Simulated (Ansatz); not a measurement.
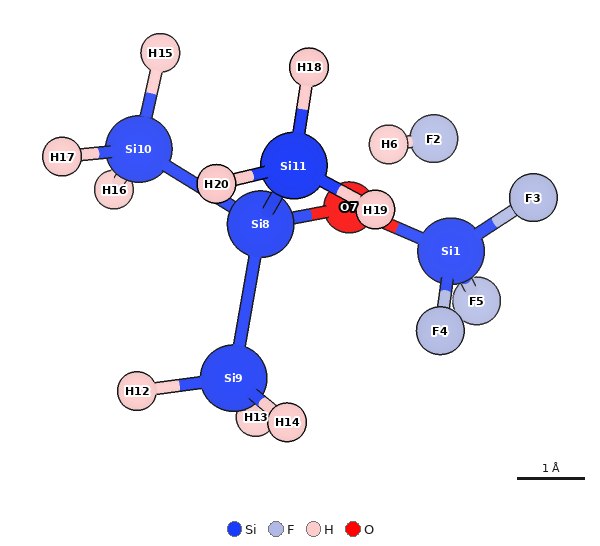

**Figure 1.** The starting structure (ball-and-stick view, seen at a tilt; atoms are numbered from 1 in the order of the input). Bond lengths as drawn: F–H 0.79 Å, F–Si 1.57 to 1.59 Å, H–Si 1.48 to 1.49 Å, O–Si 1.67 to 1.68 Å and Si–Si 2.34 to 2.35 Å.

Run report: Si5H10OF4, geometry relaxation (part 1 of 2)

The run: geometry relaxation of Si5H10OF4. Method and program: RKS PBE0-D4/def2-TZVP (Ansatz 0.2.0).

The geometry is a transition state displaced along its imaginary mode. The reaction was set up to form Si1–O7 and F2–H6 and to break Si1–F2 and H6–O7 (atoms counted from 1 in the order of the input); sticks are drawn by distance alone. Figures and captions count atoms from 1; the log counts them from 0 in places.

## Output
```
Functional definition: PBE0
  name "PBE0"
  cite "Adamo & Barone, J. Chem. Phys. 110, 6158 (1999) doi:10.1063/1.478522"
  cite "Perdew, Burke & Ernzerhof, Phys. Rev. Lett. 77, 3865 (1996) doi:10.1103/PhysRevLett.77.3865"
  parent pbe
  parameter a = 0.25
  parameter kappa = 0.804
  parameter beta = 0.06672455060314922
  exchange = (1 - a)*pbe_x(kappa = kappa, mu = beta*pi^2/3) + a*exact_x
  correlation = pbe_c(beta = beta)
2555 factors; their error is unknown
mean field evaluation 1: about -52442.2053 eV, gradient 7.4e1 eV
mean field evaluation 2: about -52435.1083 eV, gradient 1.0e2 eV
mean field evaluation 4: about -52449.7723 eV, gradient 4.7e0 eV
mean field evaluation 8: about -52449.7995 eV, gradient 7.6e-2 eV
mean field evaluation 16: about -52450.0099 eV, gradient 1.1e-4 eV
mean field -52450.00985860 eV, -1927.5023104101 hartree, gradient 4.4e-5 eV, S^2 0.000000; 0 other end points of the search recorded, 0 dependent functions left out
the calculation of the forces begins
reference -52450.00990704 eV, -1927.5023121901 hartree; 62, 62 occupied and 338, 338 virtual orbitals, 2555 factors
relax step   1: F+E_penalty+E_count = -52450.60073245 eV  Δ(F+E_penalty+E_count) = +0.000e0 eV  max|allowed force component| = 1.318e1 eV/Å  Δτ_max = 0.0000 Å  (29 SCF iters, accepted)
these checks for a lower state are left out or cut short: starts, cluster_reference, orbital_swaps, neighbouring_geometries, increment
2555 factors; their error is unknown
mean field -52451.20189298 eV, -1927.5461168655 hartree, gradient 7.4e-6 eV, S^2 0.000000; 0 other end points of the search recorded, 0 dependent functions left out
[... from here on the field's lines of each further geometry are left out, up to the last ...]
relax step   2: F+E_penalty+E_count = -52451.78918664 eV  Δ(F+E_penalty+E_count) = -1.188e0 eV  max|allowed force component| = 1.374e0 eV/Å  Δτ_max = 0.1624 Å  (31 SCF iters, accepted)
relax step   3: F+E_penalty+E_count = -52451.90302236 eV  Δ(F+E_penalty+E_count) = -1.138e-1 eV  max|allowed force component| = 5.196e-1 eV/Å  Δτ_max = 0.0997 Å  (31 SCF iters, accepted)
relax step   4: F+E_penalty+E_count = -52452.07508048 eV  Δ(F+E_penalty+E_count) = -1.721e-1 eV  max|allowed force component| = 8.875e-1 eV/Å  Δτ_max = 0.2000 Å  (31 SCF iters, accepted)
relax step   5: F+E_penalty+E_count = -52452.13484243 eV  Δ(F+E_penalty+E_count) = -5.976e-2 eV  max|allowed force component| = 1.350e0 eV/Å  Δτ_max = 0.2000 Å  (31 SCF iters, accepted)
relax step   6: F+E_penalty+E_count = -52452.18593642 eV  Δ(F+E_penalty+E_count) = -5.109e-2 eV  max|allowed force component| = 9.997e-1 eV/Å  Δτ_max = 0.1471 Å  (31 SCF iters, accepted)
relax step   7: F+E_penalty+E_count = -52452.24175323 eV  Δ(F+E_penalty+E_count) = -5.582e-2 eV  max|allowed force component| = 3.167e-1 eV/Å  Δτ_max = 0.1507 Å  (31 SCF iters, accepted)
relax step   8: F+E_penalty+E_count = -52452.25943374 eV  Δ(F+E_penalty+E_count) = -1.768e-2 eV  max|allowed force component| = 3.330e-1 eV/Å  Δτ_max = 0.1509 Å  (31 SCF iters, accepted)
relax step   9: F+E_penalty+E_count = -52452.26154804 eV  Δ(F+E_penalty+E_count) = -2.114e-3 eV  max|allowed force component| = 8.207e-1 eV/Å  Δτ_max = 0.1931 Å  (31 SCF iters, accepted)
relax step  10: F+E_penalty+E_count = -52452.28636395 eV  Δ(F+E_penalty+E_count) = -2.482e-2 eV  max|allowed force component| = 3.538e-1 eV/Å  Δτ_max = 0.1993 Å  (31 SCF iters, accepted)
relax step  11: F+E_penalty+E_count = -52452.30405396 eV  Δ(F+E_penalty+E_count) = -1.769e-2 eV  max|allowed force component| = 2.313e-1 eV/Å  Δτ_max = 0.2000 Å  (31 SCF iters, accepted)
relax step  12: F+E_penalty+E_count = -52452.30317467 eV  Δ(F+E_penalty+E_count) = +8.793e-4 eV  max|allowed force component| = 9.052e-1 eV/Å  Δτ_max = 0.1952 Å  (31 SCF iters, rejected (line search))
relax step  13: F+E_penalty+E_count = -52452.31081310 eV  Δ(F+E_penalty+E_count) = -6.759e-3 eV  max|allowed force component| = 1.516e-1 eV/Å  Δτ_max = 0.0976 Å  (31 SCF iters, accepted)
relax step  14: F+E_penalty+E_count = -52452.31494290 eV  Δ(F+E_penalty+E_count) = -4.130e-3 eV  max|allowed force component| = 2.291e-1 eV/Å  Δτ_max = 0.0977 Å  (32 SCF iters, accepted)
relax step  15: F+E_penalty+E_count = -52452.32234934 eV  Δ(F+E_penalty+E_count) = -7.406e-3 eV  max|allowed force component| = 5.655e-2 eV/Å  Δτ_max = 0.1500 Å  (31 SCF iters, accepted)
relax step  16: F+E_penalty+E_count = -52452.32788404 eV  Δ(F+E_penalty+E_count) = -5.535e-3 eV  max|allowed force component| = 3.579e-2 eV/Å  Δτ_max = 0.1142 Å  (30 SCF iters, accepted)
relax step  17: F+E_penalty+E_count = -52452.32768391 eV  Δ(F+E_penalty+E_count) = +2.001e-4 eV  max|allowed force component| = 4.357e-1 eV/Å  Δτ_max = 0.1978 Å  (30 SCF iters, rejected (line search))
relax step  18: F+E_penalty+E_count = -52452.33200174 eV  Δ(F+E_penalty+E_count) = -4.118e-3 eV  max|allowed force component| = 2.989e-2 eV/Å  Δτ_max = 0.0989 Å  (31 SCF iters, accepted)
relax step  19: F+E_penalty+E_count = -52452.33398900 eV  Δ(F+E_penalty+E_count) = -1.987e-3 eV  max|allowed force component| = 1.375e-1 eV/Å  Δτ_max = 0.0975 Å  (31 SCF iters, accepted)
relax step  20: F+E_penalty+E_count = -52452.33468325 eV  Δ(F+E_penalty+E_count) = -6.943e-4 eV  max|allowed force component| = 2.410e-1 eV/Å  Δτ_max = 0.1056 Å  (31 SCF iters, accepted)
relax step  21: F+E_penalty+E_count = -52452.33675477 eV  Δ(F+E_penalty+E_count) = -2.072e-3 eV  max|allowed force component| = 1.100e-1 eV/Å  Δτ_max = 0.0179 Å  (32 SCF iters, accepted)
relax step  22: F+E_penalty+E_count = -52452.33702454 eV  Δ(F+E_penalty+E_count) = -2.698e-4 eV  max|allowed force component| = 8.957e-2 eV/Å  Δτ_max = 0.0303 Å  (31 SCF iters, accepted)
relax step  23: F+E_penalty+E_count = -52452.33985710 eV  Δ(F+E_penalty+E_count) = -2.833e-3 eV  max|allowed force component| = 3.500e-2 eV/Å  Δτ_max = 0.0888 Å  (31 SCF iters, accepted)
relax step  24: F+E_penalty+E_count = -52452.33766637 eV  Δ(F+E_penalty+E_count) = +2.191e-3 eV  max|allowed force component| = 3.479e-1 eV/Å  Δτ_max = 0.1962 Å  (31 SCF iters, rejected (line search))
relax step  25: F+E_penalty+E_count = -52452.34155900 eV  Δ(F+E_penalty+E_count) = -1.702e-3 eV  max|allowed force component| = 7.570e-2 eV/Å  Δτ_max = 0.0839 Å  (31 SCF iters, accepted)
relax step  26: F+E_penalty+E_count = -52452.34362763 eV  Δ(F+E_penalty+E_count) = -2.069e-3 eV  max|allowed force component| = 1.001e-1 eV/Å  Δτ_max = 0.0976 Å  (31 SCF iters, accepted)
relax step  27: F+E_penalty+E_count = -52452.34225439 eV  Δ(F+E_penalty+E_count) = +1.373e-3 eV  max|allowed force component| = 2.575e-1 eV/Å  Δτ_max = 0.1110 Å  (31 SCF iters, rejected (line search))
relax step  28: F+E_penalty+E_count = -52452.34547682 eV  Δ(F+E_penalty+E_count) = -1.849e-3 eV  max|allowed force component| = 9.067e-2 eV/Å  Δτ_max = 0.0542 Å  (31 SCF iters, accepted)
relax step  29: F+E_penalty+E_count = -52452.34694038 eV  Δ(F+E_penalty+E_count) = -1.464e-3 eV  max|allowed force component| = 1.044e-1 eV/Å  Δτ_max = 0.0745 Å  (31 SCF iters, accepted)
relax step  30: F+E_penalty+E_count = -52452.34772615 eV  Δ(F+E_penalty+E_count) = -7.858e-4 eV  max|allowed force component| = 2.006e-1 eV/Å  Δτ_max = 0.1046 Å  (31 SCF iters, accepted)
relax step  31: F+E_penalty+E_count = -52452.34951819 eV  Δ(F+E_penalty+E_count) = -1.792e-3 eV  max|allowed force component| = 1.365e-1 eV/Å  Δτ_max = 0.0214 Å  (31 SCF iters, accepted)
relax step  32: F+E_penalty+E_count = -52452.35256050 eV  Δ(F+E_penalty+E_count) = -3.042e-3 eV  max|allowed force component| = 1.837e-2 eV/Å  Δτ_max = 0.0660 Å  (32 SCF iters, accepted)
relax step  33: F+E_penalty+E_count = -52452.35432925 eV  Δ(F+E_penalty+E_count) = -1.769e-3 eV  max|allowed force component| = 1.585e-1 eV/Å  Δτ_max = 0.1581 Å  (30 SCF iters, accepted)
relax step  34: F+E_penalty+E_count = -52452.35556266 eV  Δ(F+E_penalty+E_count) = -1.233e-3 eV  max|allowed force component| = 1.136e-1 eV/Å  Δτ_max = 0.0564 Å  (31 SCF iters, accepted)
relax step  35: F+E_penalty+E_count = -52452.35670057 eV  Δ(F+E_penalty+E_count) = -1.138e-3 eV  max|allowed force component| = 4.157e-2 eV/Å  Δτ_max = 0.0282 Å  (32 SCF iters, accepted)
relax step  36: F+E_penalty+E_count = -52452.35749846 eV  Δ(F+E_penalty+E_count) = -7.979e-4 eV  max|allowed force component| = 3.094e-2 eV/Å  Δτ_max = 0.0519 Å  (31 SCF iters, accepted)
relax step  37: F+E_penalty+E_count = -52452.35579785 eV  Δ(F+E_penalty+E_count) = +1.701e-3 eV  max|allowed force component| = 2.648e-1 eV/Å  Δτ_max = 0.1512 Å  (30 SCF iters, rejected (line search))
relax step  38: F+E_penalty+E_count = -52452.21926918 eV  Δ(F+E_penalty+E_count) = +1.382e-1 eV  max|allowed force component| = 1.402e0 eV/Å  Δτ_max = 0.0756 Å  (31 SCF iters, rejected (line search))
relax step  39: F+E_penalty+E_count = -52452.35805462 eV  Δ(F+E_penalty+E_count) = -5.562e-4 eV  max|allowed force component| = 1.969e-2 eV/Å  Δτ_max = 0.0290 Å  (32 SCF iters, accepted)
relax step  40: F+E_penalty+E_count = -52452.35860435 eV  Δ(F+E_penalty+E_count) = -5.497e-4 eV  max|allowed force component| = 5.656e-2 eV/Å  Δτ_max = 0.0840 Å  (31 SCF iters, accepted)
relax step  41: F+E_penalty+E_count = -52452.35856555 eV  Δ(F+E_penalty+E_count) = +3.880e-5 eV  max|allowed force component| = 6.522e-2 eV/Å  Δτ_max = 0.0219 Å  (32 SCF iters, rejected (line search))
relax step  42: F+E_penalty+E_count = -52452.35891961 eV  Δ(F+E_penalty+E_count) = -3.153e-4 eV  max|allowed force component| = 2.779e-2 eV/Å  Δτ_max = 0.0108 Å  (33 SCF iters, accepted)
relax step  43: F+E_penalty+E_count = -52452.35906341 eV  Δ(F+E_penalty+E_count) = -1.438e-4 eV  max|allowed force component| = 1.746e-2 eV/Å  Δτ_max = 0.0245 Å  (32 SCF iters, accepted)
relax step  44: F+E_penalty+E_count = -52452.35919501 eV  Δ(F+E_penalty+E_count) = -1.316e-4 eV  max|allowed force component| = 2.229e-2 eV/Å  Δτ_max = 0.0375 Å  (31 SCF iters, accepted)
relax step  45: F+E_penalty+E_count = -52452.35927620 eV  Δ(F+E_penalty+E_count) = -8.119e-5 eV  max|allowed force component| = 1.931e-2 eV/Å  Δτ_max = 0.0191 Å  (31 SCF iters, accepted)
relax step  46: F+E_penalty+E_count = -52452.35935429 eV  Δ(F+E_penalty+E_count) = -7.809e-5 eV  max|allowed force component| = 1.144e-2 eV/Å  Δτ_max = 0.0194 Å  (31 SCF iters, accepted)
relax step  47: F+E_penalty+E_count = -52452.35939185 eV  Δ(F+E_penalty+E_count) = -3.756e-5 eV  max|allowed force component| = 6.981e-3 eV/Å  Δτ_max = 0.0127 Å  (31 SCF iters, accepted)
relax step  48: F+E_penalty+E_count = -52452.35941171 eV  Δ(F+E_penalty+E_count) = -1.986e-5 eV  max|allowed force component| = 1.437e-2 eV/Å  Δτ_max = 0.0156 Å  (31 SCF iters, accepted)
relax step  49: F+E_penalty+E_count = -52452.35942506 eV  Δ(F+E_penalty+E_count) = -1.335e-5 eV  max|allowed force component| = 1.171e-2 eV/Å  Δτ_max = 0.0045 Å  (24 SCF iters, accepted)
relax step  50: F+E_penalty+E_count = -52452.35943575 eV  Δ(F+E_penalty+E_count) = -1.069e-5 eV  max|allowed force component| = 6.069e-3 eV/Å  Δτ_max = 0.0057 Å  (32 SCF iters, accepted)
the calculation of the forces begins
reference -52451.75402504 eV, -1927.5664073442 hartree; 62, 62 occupied and 338, 338 virtual orbitals, 2555 factors
relax step  51: F+E_penalty+E_count = -52452.35944160 eV  Δ(F+E_penalty+E_count) = -5.848e-6 eV  max|allowed force component| = 7.277e-4 eV/Å  Δτ_max = 0.0016 Å  (25 SCF iters, accepted)
2555 factors; their error is unknown
mean field evaluation 384: about -52451.7540 eV, gradient 8.8e-5 eV
```

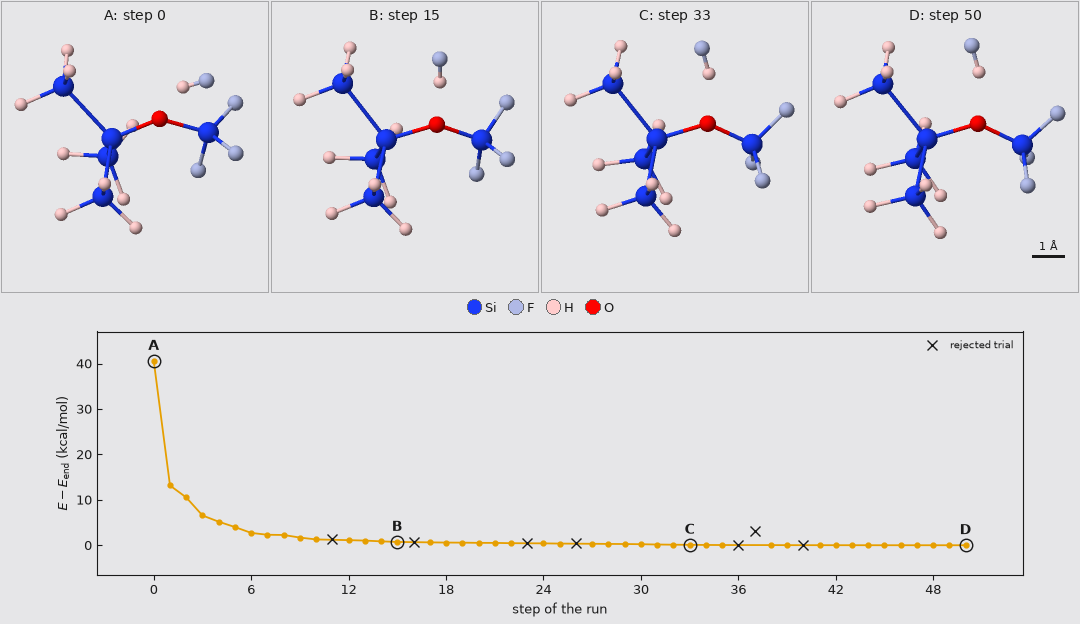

**Figure 2.** Frames of the relaxation (ball-and-stick view, seen at a tilt) above the curves, on which the letters mark them (the first geometry is step 0 here and step 1 in the log).

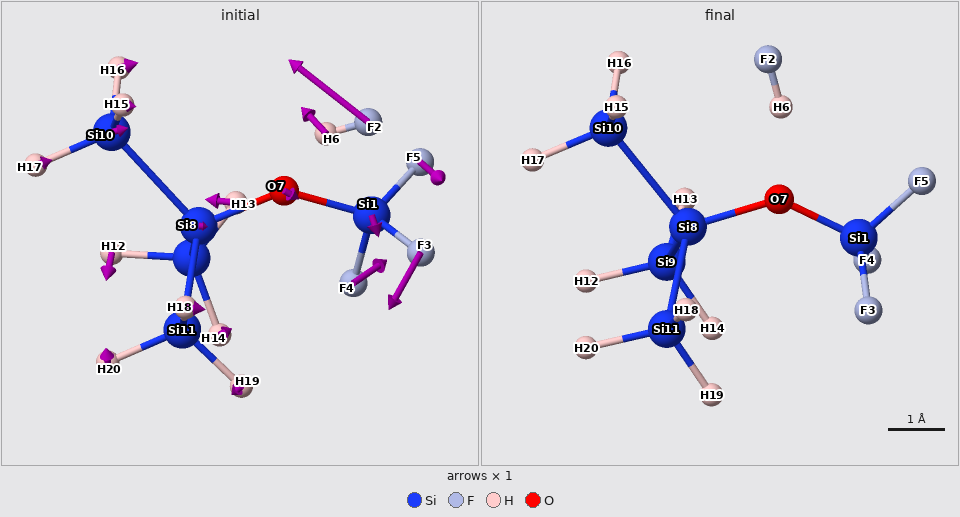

**Figure 3.** Before (left) and after (right) the relaxation, at one scale (ball-and-stick view, seen at a tilt). The pink arrows give the displacements, at true length. Over 50 geometry steps the energy falls by 40.6 kcal/mol. Largest force component: 13 eV/Å at the start, 0.00073 eV/Å at the end. The line search rejected the trial steps at points 11, 16, 23, 26, 36, 37, 40 (counted from 0) and went back. The atom that moves furthest after the best rigid fit is F2 (1.83 Å). Largest moves by element: F 1.83 Å, H 0.74 Å, Si 0.42 Å, O 0.34 Å. Distances before and after: F2–H6 0.790 → 0.934 Å, Si1–O7 1.667 → 1.605 Å, O7–Si8 1.677 → 1.712 Å, Si1–F5 1.587 → 1.564 Å. Among the angles that change: F4–Si1–O7 98.1° → 111.0°, F5–Si1–O7 119.1° → 108.9°, F3–Si1–O7 118.3° → 111.0°. (Atoms are counted from 1 in the order of the input.)
